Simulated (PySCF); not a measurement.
The calculation's input:

```
{"job": {"kind": "epr", "basis": "pcH-1"}, "charge": 0, "multiplicity": 2}
C      3.538435    -0.405487     1.291080
C      2.853251    -0.361858     0.303907
Si     1.762454    -0.287185    -1.190705
C      0.005995     0.045433    -0.567891
C     -0.803595     0.969581    -1.159137
C     -2.081066     1.271963    -0.789713
C     -2.605503     0.567183     0.292413
C     -1.830051    -0.384025     0.934971
C     -0.538691    -0.649359     0.518249
H      4.142342    -0.442449     2.152514
H      1.817525    -1.593917    -1.861743
H      2.195006     0.805356    -2.065014
H     -2.672040     2.019526    -1.298535
H     -3.614182     0.770023     0.624541
H     -2.240409    -0.926397     1.775575
H      0.062930    -1.389444     1.028079
```

Run with:

```sh
OMP_NUM_THREADS=1 python probes_run.py task.json out
```

Geometry: GFN2-xTB.

Computed with PySCF 2.14.0, density-fitted response routines, UKS B3LYP, pcH-1 on C H Si, non-relativistic, mean-field spin-orbit, GIAO.

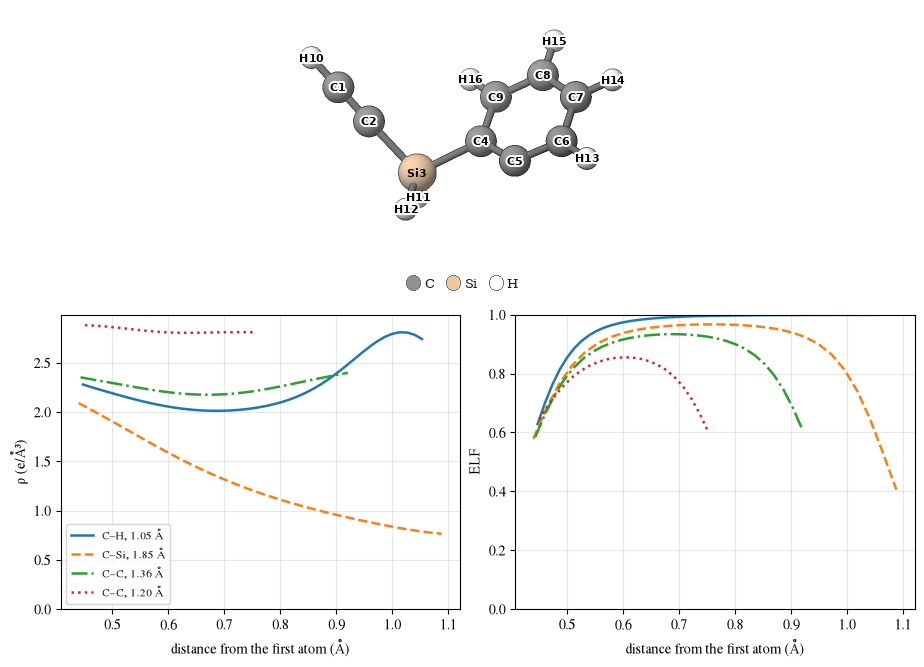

C8H7Si (SMILES C#C[SiH2]c1[c]cccc1) (doublet). Total electron density and ELF along straight lines between neighbouring atoms. The curves leave out the atomic cores. The structure is drawn too.

> What can be read from the curves?

C–H (1.05 Å): ρ at the midpoint is about 2.1 e/Å³; the ELF climbs to about 1 towards the hydrogen, as it does in any bond to H (an ordinary covalent bond to hydrogen).
C–Si (1.85 Å): ρ at the midpoint is about 0.92 e/Å³; the ELF peaks at about 0.95 between the atoms (localised, covalent bonding).
C–C (1.36 Å): the density is about 2.2 e/Å³ at the midpoint; the ELF peaks at about 0.95 between the atoms; a covalent bond.
C–C (1.20 Å): the density is about 2.8 e/Å³ at the midpoint; the ELF peaks at about 0.85 between the atoms (a short, multiple covalent bond).
